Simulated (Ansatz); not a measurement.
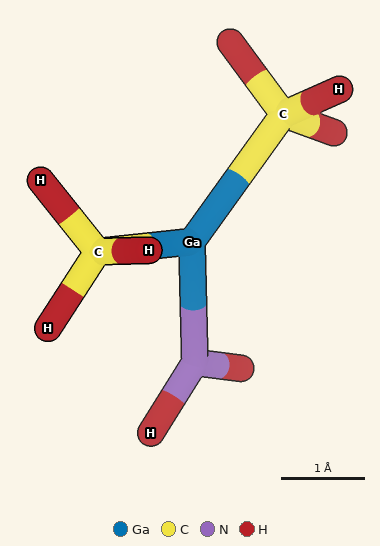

*The input geometry (stick view, seen at a tilt). Sticks mark near contacts.*

Bond lengths as drawn: C–Ga 1.98 Å, C–H 1.11 Å, Ga–N 1.83 Å and H–N 1.02 Å.

# Nudged elastic band, with input and output: C$_{2}$H$_{8}$GaN (part 1 of 2)

- system: C$_{2}$H$_{8}$GaN
- method: RKS PBE-D4/def2-SVP (Ansatz 0.2.0)

It belongs to a series of runs on one base structure; here: band between the two ends.

### Input
```yaml
crystal:
  periodic: [false, false, false]
  atoms:
    - { symbol: Ga, position_ang: [-0.038449, -0.122057, 0.034484] }
    - { symbol: C, position_ang: [0.722853, 1.023905, 1.457444] }
    - { symbol: "N", position_ang: [-0.556517, -1.810019, 0.529272] }
    - { symbol: H, position_ang: [-0.484022, -2.180271, 1.478593] }
    - { symbol: C, position_ang: [-0.29542, 0.369363, -1.865431] }
    - { symbol: H, position_ang: [1.792904, 1.233057, 1.25081] }
    - { symbol: H, position_ang: [0.200459, 2.001496, 1.497313] }
    - { symbol: H, position_ang: [0.650049, 0.546521, 2.454548] }
    - { symbol: H, position_ang: [-0.954196, -2.503097, -0.107125] }
    - { symbol: H, position_ang: [-1.031132, 1.195544, -1.95209] }
    - { symbol: H, position_ang: [-0.661302, -0.484925, -2.468477] }
    - { symbol: H, position_ang: [0.654773, 0.730484, -2.309339] }
basis:
  gaussian: { orbitals: def2-SVP }
hamiltonian:
  xc: pbe
  dispersion: d4
neb:
  order_check: false
  images: 7
  f_tol: 0.05
  max_iterations: 60
  optimiser: fire
  climbing: true
  final_atoms:
    - { symbol: Ga, position_ang: [-0.61695477, -1.14451343, -0.87813802] }
    - { symbol: C, position_ang: [0.66802616, 0.77144106, 1.70816141] }
    - { symbol: "N", position_ang: [-0.76444811, -2.2889568, 0.39301848] }
    - { symbol: H, position_ang: [0.28765457, -0.26855411, 1.74455905] }
    - { symbol: C, position_ang: [-0.25695002, 0.46643879, -1.91394786] }
    - { symbol: H, position_ang: [1.55220461, 0.82766772, 1.04438132] }
    - { symbol: H, position_ang: [-0.12170216, 1.45092713, 1.33337623] }
    - { symbol: H, position_ang: [0.9614379, 1.09039831, 2.72584421] }
    - { symbol: H, position_ang: [-1.14134788, -3.22668147, 0.18469274] }
    - { symbol: H, position_ang: [-0.83964797, 1.31303184, -1.50213478] }
    - { symbol: H, position_ang: [-0.55135765, 0.30271062, -2.96863065] }
    - { symbol: H, position_ang: [0.82308532, 0.70609134, -1.87118013] }
  initial_path:
    images:
      - { positions_ang: [[-0.038449, -0.122057, 0.034484], [0.722853, 1.023905, 1.457444], [-0.556517, -1.810019, 0.529272], [-0.484022, -2.180271, 1.478593], [-0.29542, 0.369363, -1.865431], [1.792904, 1.233057, 1.25081], [0.200459, 2.001496, 1.497313], [0.650049, 0.546521, 2.454548], [-0.954196, -2.503097, -0.107125], [-1.031132, 1.195544, -1.95209], [-0.661302, -0.484925, -2.468477], [0.654773, 0.730484, -2.309339]] }
      - { positions_ang: [[-0.09849314, -0.22334712, -0.06711811], [0.6779647, 0.89418981, 1.47315177], [-0.53791118, -1.81730574, 0.59546819], [-0.35426565, -1.83490268, 1.47859365], [-0.29379598, 0.42188236, -1.92692946], [1.73849254, 1.08746488, 1.23401928], [0.1513096, 1.86054181, 1.45264866], [0.63467017, 0.51837829, 2.49353626], [-0.92212944, -2.57585815, 0.13314698], [-1.02053395, 1.24995425, -1.96822278], [-0.64352382, -0.37422336, -2.59109208], [0.66821615, 0.79322666, -2.30720037]] }
      - { positions_ang: [[-0.15853728, -0.32463725, -0.16872022], [0.63307639, 0.76447461, 1.48885955], [-0.51930535, -1.82459248, 0.66166438], [-0.2245093, -1.48953435, 1.4785943], [-0.29217196, 0.47440171, -1.98842792], [1.68408107, 0.94187276, 1.21722856], [0.1021602, 1.71958761, 1.40798433], [0.61929133, 0.49023558, 2.53252451], [-0.89006288, -2.6486193, 0.37341896], [-1.0099359, 1.30436449, -1.98435555], [-0.62574563, -0.26352172, -2.71370715], [0.6816593, 0.85596933, -2.30506175]] }
      - { positions_ang: [[-0.21858142, -0.42592737, -0.27032232], [0.58818809, 0.63475942, 1.50456732], [-0.50069953, -1.83187923, 0.72786057], [-0.09475294, -1.14416603, 1.47859495], [-0.29054794, 0.52692107, -2.04992638], [1.62966961, 0.79628064, 1.20043784], [0.0530108, 1.57863342, 1.36331999], [0.6039125, 0.46209287, 2.57151277], [-0.85799632, -2.72138044, 0.61369093], [-0.99933785, 1.35877474, -2.00048833], [-0.60796745, -0.15282008, -2.83632223], [0.69510244, 0.91871199, -2.30292312]] }
      - { positions_ang: [[-0.27862556, -0.5272175, -0.37192443], [0.54329979, 0.50504422, 1.52027509], [-0.4820937, -1.83916597, 0.79405676], [0.03500341, -0.7987977, 1.4785956], [-0.28892392, 0.57944043, -2.11142484], [1.57525814, 0.65068852, 1.18364713], [0.0038614, 1.43767922, 1.31865566], [0.58853366, 0.43395017, 2.61050103], [-0.82592975, -2.79414159, 0.85396291], [-0.9887398, 1.41318498, -2.0166211], [-0.59018926, -0.04211844, -2.9589373], [0.70854559, 0.98145466, -2.3007845]] }
      - { positions_ang: [[-0.36320786, -0.68154148, -0.49847783], [0.57448138, 0.57164343, 1.56724667], [-0.5526823, -1.95161367, 0.69379719], [0.0981662, -0.6662368, 1.54508647], [-0.28093044, 0.55119002, -2.0620556], [1.56949476, 0.69493332, 1.14883067], [-0.02752949, 1.4409912, 1.3223358], [0.68175972, 0.5980622, 2.63933682], [-0.90478428, -2.90227656, 0.68664537], [-0.95146684, 1.3881467, -1.88799952], [-0.58048136, 0.04408882, -2.96136064], [0.73718052, 0.91261383, -2.19338341]] }
      - { positions_ang: [[-0.44779017, -0.83586546, -0.62503123], [0.60566297, 0.63824264, 1.61421825], [-0.62327091, -2.06406138, 0.59353762], [0.16132899, -0.53367591, 1.61157733], [-0.27293697, 0.52293961, -2.01268635], [1.56373138, 0.73917812, 1.11401422], [-0.05892038, 1.44430317, 1.32601595], [0.77498578, 0.76217424, 2.66817262], [-0.98363882, -3.01041153, 0.51932783], [-0.91419389, 1.36310841, -1.75937794], [-0.57077345, 0.13029609, -2.96378398], [0.76581545, 0.843773, -2.08598231]] }
      - { positions_ang: [[-0.53237247, -0.99018944, -0.75158462], [0.63684457, 0.70484185, 1.66118983], [-0.69385951, -2.17650909, 0.49327805], [0.22449178, -0.40111501, 1.67806819], [-0.2649435, 0.4946892, -1.96331711], [1.55796799, 0.78342292, 1.07919777], [-0.09031127, 1.44761515, 1.32969609], [0.86821184, 0.92628627, 2.69700841], [-1.06249335, -3.1185465, 0.35201029], [-0.87692093, 1.33807013, -1.63075636], [-0.56106555, 0.21650335, -2.96620731], [0.79445038, 0.77493217, -1.97858122]] }
      - { positions_ang: [[-0.61695477, -1.14451343, -0.87813802], [0.66802616, 0.77144106, 1.70816141], [-0.76444811, -2.2889568, 0.39301848], [0.28765457, -0.26855411, 1.74455905], [-0.25695002, 0.46643879, -1.91394786], [1.55220461, 0.82766772, 1.04438132], [-0.12170216, 1.45092713, 1.33337623], [0.9614379, 1.09039831, 2.72584421], [-1.14134788, -3.22668147, 0.18469274], [-0.83964797, 1.31303184, -1.50213478], [-0.55135765, 0.30271062, -2.96863065], [0.82308532, 0.70609134, -1.87118013]] }
```

Hardware: 2 threads of Intel Xeon (Granite Rapids), 16 GiB of memory available, shared host.

Run as:
```bash
ansatz run input.yaml --threads 2 --pin off --max-ram 3072MiB --backend cpu --events-out ev --progress --plain --runs-dir out
```

### Output
```
Engine: ansatz 0.2.0, x86_64-unknown-linux-gnu
Functional definition: PBE
  parameter kappa = 0.804
  parameter beta = 0.06672455060314922
  exchange = pbe_x(kappa = kappa, mu = beta*pi^2/3)
  correlation = pbe_c(beta = beta)
1307 factors; their error is unknown
mean field evaluation 1: about -56028.7649 eV, gradient 1.0e2 eV
mean field evaluation 2: about -55971.9985 eV, gradient 1.6e2 eV
mean field evaluation 4: about -56050.5161 eV, gradient 1.2e1 eV
mean field evaluation 8: about -56050.9030 eV, gradient 2.7e-1 eV
mean field evaluation 16: about -56050.8501 eV, gradient 2.1e-4 eV
mean field -56050.85006648 eV, -2059.8307473126 hartree, gradient 7.2e-6 eV, S^2 0.000000; 0 other end points of the search recorded, 0 dependent functions left out
the calculation of the forces begins
reference -56050.85010733 eV, -2059.8307488134 hartree; 29, 29 occupied and 85, 85 virtual orbitals, 1307 factors
1307 factors; their error is unknown
mean field evaluation 32: about -56048.9351 eV, gradient 3.5e-2 eV
mean field -56048.93514426 eV, -2059.7603752188 hartree, gradient 7.2e-5 eV, S^2 0.000000; 0 other end points of the search recorded, 0 dependent functions left out
[... from here on the field's lines of each further geometry are left out, up to the last ...]
NEB iter   1: max|band force component| = 7.524e0 eV/Å  barrier→ = 2.9539 eV  barrier← = 1.0221 eV  Δτ_max = 0.1109 Å  (259 SCF iters)
NEB iter   2: max|band force component| = 4.069e0 eV/Å  barrier→ = 2.8738 eV  barrier← = 0.9420 eV  Δτ_max = 0.0150 Å  (209 SCF iters)
NEB iter   3: max|band force component| = 3.025e0 eV/Å  barrier→ = 2.8652 eV  barrier← = 0.9335 eV  Δτ_max = 0.0260 Å  (213 SCF iters)
NEB iter   4: max|band force component| = 1.369e0 eV/Å  barrier→ = 2.8488 eV  barrier← = 0.9171 eV  Δτ_max = 0.0280 Å  (213 SCF iters)
NEB iter   5: max|band force component| = 1.843e0 eV/Å  barrier→ = 2.8253 eV  barrier← = 0.8936 eV  Δτ_max = 0.0071 Å  (212 SCF iters)
NEB iter   6: max|band force component| = 1.209e0 eV/Å  barrier→ = 2.8190 eV  barrier← = 0.8872 eV  Δτ_max = 0.0109 Å  (194 SCF iters)
NEB iter   7: max|band force component| = 1.165e0 eV/Å  barrier→ = 2.8062 eV  barrier← = 0.8745 eV  Δτ_max = 0.0140 Å  (217 SCF iters)
NEB iter   8: max|band force component| = 1.057e0 eV/Å  barrier→ = 2.7871 eV  barrier← = 0.8554 eV  Δτ_max = 0.0045 Å  (216 SCF iters)
NEB iter   9: max|band force component| = 1.024e0 eV/Å  barrier→ = 2.7817 eV  barrier← = 0.8500 eV  Δτ_max = 0.0086 Å  (188 SCF iters)
NEB iter  10: max|band force component| = 9.553e-1 eV/Å  barrier→ = 2.7709 eV  barrier← = 0.8392 eV  Δτ_max = 0.0118 Å  (210 SCF iters)
NEB iter  11: max|band force component| = 8.543e-1 eV/Å  barrier→ = 2.7549 eV  barrier← = 0.8232 eV  Δτ_max = 0.0033 Å  (215 SCF iters)
NEB iter  12: max|band force component| = 8.286e-1 eV/Å  barrier→ = 2.7504 eV  barrier← = 0.8186 eV  Δτ_max = 0.0064 Å  (170 SCF iters)
NEB iter  13: max|band force component| = 7.736e-1 eV/Å  barrier→ = 2.7413 eV  barrier← = 0.8096 eV  Δτ_max = 0.0091 Å  (201 SCF iters)
NEB iter  14: max|band force component| = 6.885e-1 eV/Å  barrier→ = 2.7281 eV  barrier← = 0.7963 eV  Δτ_max = 0.0116 Å  (215 SCF iters)
NEB iter  15: max|band force component| = 5.792e-1 eV/Å  barrier→ = 2.7110 eV  barrier← = 0.7793 eV  Δτ_max = 0.0136 Å  (209 SCF iters)
NEB iter  16: max|band force component| = 1.048e0 eV/Å  barrier→ = 2.6909 eV  barrier← = 0.7592 eV  CI = image 4  Δτ_max = 0.0154 Å  (215 SCF iters)
NEB iter  17: max|band force component| = 1.198e0 eV/Å  barrier→ = 2.6918 eV  barrier← = 0.7600 eV  CI = image 4  Δτ_max = 0.0192 Å  (215 SCF iters)
NEB iter  18: max|band force component| = 1.298e0 eV/Å  barrier→ = 2.7187 eV  barrier← = 0.7869 eV  CI = image 4  Δτ_max = 0.0237 Å  (213 SCF iters)
NEB iter  19: max|band force component| = 1.260e0 eV/Å  barrier→ = 2.7728 eV  barrier← = 0.8410 eV  CI = image 4  Δτ_max = 0.0305 Å  (211 SCF iters)
NEB iter  20: max|band force component| = 1.006e0 eV/Å  barrier→ = 2.8412 eV  barrier← = 0.9095 eV  CI = image 4  Δτ_max = 0.0068 Å  (212 SCF iters)
NEB iter  21: max|band force component| = 9.339e-1 eV/Å  barrier→ = 2.8483 eV  barrier← = 0.9166 eV  CI = image 4  Δτ_max = 0.0132 Å  (161 SCF iters)
NEB iter  22: max|band force component| = 7.962e-1 eV/Å  barrier→ = 2.8599 eV  barrier← = 0.9281 eV  CI = image 4  Δτ_max = 0.0185 Å  (172 SCF iters)
NEB iter  23: max|band force component| = 6.078e-1 eV/Å  barrier→ = 2.8713 eV  barrier← = 0.9396 eV  CI = image 4  Δτ_max = 0.0223 Å  (191 SCF iters)
NEB iter  24: max|band force component| = 3.921e-1 eV/Å  barrier→ = 2.8777 eV  barrier← = 0.9460 eV  CI = image 4  Δτ_max = 0.0242 Å  (191 SCF iters)
NEB iter  25: max|band force component| = 3.524e-1 eV/Å  barrier→ = 2.8762 eV  barrier← = 0.9445 eV  CI = image 4  Δτ_max = 0.0239 Å  (198 SCF iters)
NEB iter  26: max|band force component| = 3.275e-1 eV/Å  barrier→ = 2.8675 eV  barrier← = 0.9358 eV  CI = image 4  Δτ_max = 0.0237 Å  (196 SCF iters)
NEB iter  27: max|band force component| = 2.661e-1 eV/Å  barrier→ = 2.8547 eV  barrier← = 0.9229 eV  CI = image 4  Δτ_max = 0.0030 Å  (197 SCF iters)
NEB iter  28: max|band force component| = 2.535e-1 eV/Å  barrier→ = 2.8552 eV  barrier← = 0.9235 eV  CI = image 4  Δτ_max = 0.0058 Å  (151 SCF iters)
NEB iter  29: max|band force component| = 2.285e-1 eV/Å  barrier→ = 2.8561 eV  barrier← = 0.9244 eV  CI = image 4  Δτ_max = 0.0082 Å  (163 SCF iters)
NEB iter  30: max|band force component| = 1.915e-1 eV/Å  barrier→ = 2.8571 eV  barrier← = 0.9254 eV  CI = image 4  Δτ_max = 0.0101 Å  (166 SCF iters)
NEB iter  31: max|band force component| = 1.435e-1 eV/Å  barrier→ = 2.8578 eV  barrier← = 0.9261 eV  CI = image 4  Δτ_max = 0.0113 Å  (173 SCF iters)
NEB iter  32: max|band force component| = 9.750e-2 eV/Å  barrier→ = 2.8578 eV  barrier← = 0.9260 eV  CI = image 4  Δτ_max = 0.0116 Å  (181 SCF iters)
NEB iter  33: max|band force component| = 1.193e-1 eV/Å  barrier→ = 2.8568 eV  barrier← = 0.9251 eV  CI = image 4  Δτ_max = 0.0120 Å  (184 SCF iters)
NEB iter  34: max|band force component| = 1.464e-1 eV/Å  barrier→ = 2.8549 eV  barrier← = 0.9232 eV  CI = image 4  Δτ_max = 0.0020 Å  (198 SCF iters)
NEB iter  35: max|band force component| = 1.296e-1 eV/Å  barrier→ = 2.8548 eV  barrier← = 0.9230 eV  CI = image 4  Δτ_max = 0.0037 Å  (145 SCF iters)
NEB iter  36: max|band force component| = 1.011e-1 eV/Å  barrier→ = 2.8546 eV  barrier← = 0.9229 eV  CI = image 4  Δτ_max = 0.0051 Å  (153 SCF iters)
NEB iter  37: max|band force component| = 6.857e-2 eV/Å  barrier→ = 2.8545 eV  barrier← = 0.9228 eV  CI = image 4  Δτ_max = 0.0059 Å  (156 SCF iters)
NEB iter  38: max|band force component| = 7.376e-2 eV/Å  barrier→ = 2.8544 eV  barrier← = 0.9226 eV  CI = image 4  Δτ_max = 0.0060 Å  (161 SCF iters)
NEB iter  39: max|band force component| = 7.898e-2 eV/Å  barrier→ = 2.8542 eV  barrier← = 0.9225 eV  CI = image 4  Δτ_max = 0.0008 Å  (159 SCF iters)
NEB iter  40: max|band force component| = 7.405e-2 eV/Å  barrier→ = 2.8541 eV  barrier← = 0.9224 eV  CI = image 4  Δτ_max = 0.0015 Å  (136 SCF iters)
NEB iter  41: max|band force component| = 6.568e-2 eV/Å  barrier→ = 2.8540 eV  barrier← = 0.9223 eV  CI = image 4  Δτ_max = 0.0022 Å  (147 SCF iters)
```
